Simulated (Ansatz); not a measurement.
Electronic density of states of amorphous In22WO36, density 6.76 g/cm³, on a 2×2×2 Γ-centred mesh with a Gaussian width of 0.1 eV; energies count from the Fermi level, whose place inside the gap is arbitrary. Cell and mesh are small, so fine structure isn't converged. Level of theory: PBE, scalar-relativistic without spin-orbit coupling (plane waves to 420 eV, PAW; Ansatz, a first-principles code). Sampling: a 2×2×2 Γ-centred mesh; Fermi-Dirac width 0.02 eV; no spin polarisation. At PBE the levels at the filled edge of the gap are localised (band-tail or defect states).

A CHGNet melt-quench gave the starting glass, which DFT then relaxed. O atoms were pushed apart under 1.9 Å during the dynamics, to hinder bonds among them. The hot cell started wider than the set density and was brought back towards it in steps. It is the lowest in DFT energy of 2 quenches. It is a model cell: composition and starting density were chosen by hand, and all elements were melted together. No dispersion term was used. Its density started from a set value of 6.68 and ended at 6.76 g/cm³. The simulated quench (nominally 51 K/ps over its main leg) is rapid and tends to freeze in more defects than a deposited or slowly cooled glass has. Values belong to this one cell and scatter from quench to quench. Volume and shape were free in the relaxation.

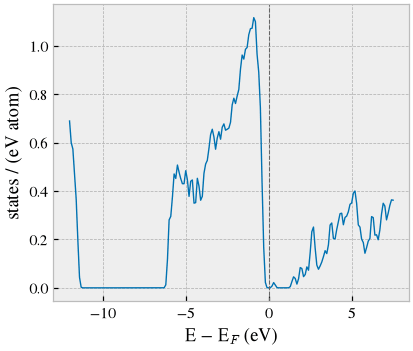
Figure: Density of states per atom

The level gap on this mesh is 0.65 eV; the broadening fills part of it in the curve.
